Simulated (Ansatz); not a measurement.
Band structure of LaGa₃Pd₂ (P6/mmm, 6 atoms in the cell).

```yaml
crystal:
  lattice:
    - [5.44368, 0.00000, 0.00000]
    - [-2.72184, 4.71436, 0.00000]
    - [0.00000, 0.00000, 4.29021]
  atoms:
    - { symbol: La, position: [0.00000, 0.00000, 0.00000] }
    - { symbol: Ga, position: [0.50000, 0.00000, 0.50000] }
    - { symbol: Ga, position: [0.50000, 0.50000, 0.50000] }
    - { symbol: Ga, position: [0.00000, 0.50000, 0.50000] }
    - { symbol: Pd, position: [0.66667, 0.33333, 0.00000] }
    - { symbol: Pd, position: [0.33333, 0.66667, 0.00000] }
```

Level of theory: PBEsol, PAW files made with PBE (plane waves; Ansatz, an electronic-structure program).

Settings: basis.ecutwfc = 420 eV; kpoints.mp_grid.grid = 6 6 7; hamiltonian.xc = pbesol; hamiltonian.pseudopotentials = {kind: paw} (the program's default PAW files); scf.occupations.method = gaussian; scf.occupations.width = 0.05 eV; kpoints.band_path.npoints = 8.

The starting cell comes from a database of computed structures (which also holds hypothetical and non-ambient phases and stackings), without a prior relaxation at this level. Spin polarisation is off.

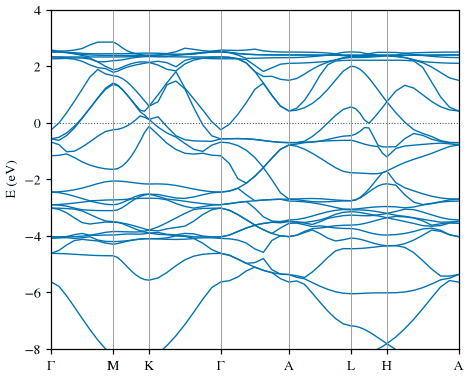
Figure: Bands along the path, energies from the Fermi level.

Levels in eV from the Fermi level, bands 40 to 47:
| point | 40 | 41 | 42 | 43 | 44 | 45 | 46 | 47 |
|---|---|---|---|---|---|---|---|---|
| Γ | -2.45 | -1.17 | -0.68 | -0.57 | -0.57 | -0.25 | 2.26 | 2.33 |
| M | -2.06 | -1.65 | -0.24 | 1.36 | 1.41 | 1.66 | 1.79 | 1.88 |
| K | -2.16 | -0.13 | 0.12 | 0.12 | 0.59 | 0.59 | 2.14 | 2.14 |
| A | -2.70 | -0.79 | -0.79 | -0.70 | -0.70 | 0.42 | 0.42 | 1.50 |
| L | -2.75 | -1.77 | -0.62 | -0.45 | 0.56 | 2.00 | 2.21 | 2.31 |
| H | -1.71 | -1.71 | -1.21 | -0.85 | 0.74 | 0.74 | 2.21 | 2.37 |

Bands cross the Fermi level along this path, so the cell is metallic at this level.

Keys are those of Ansatz 0.2.
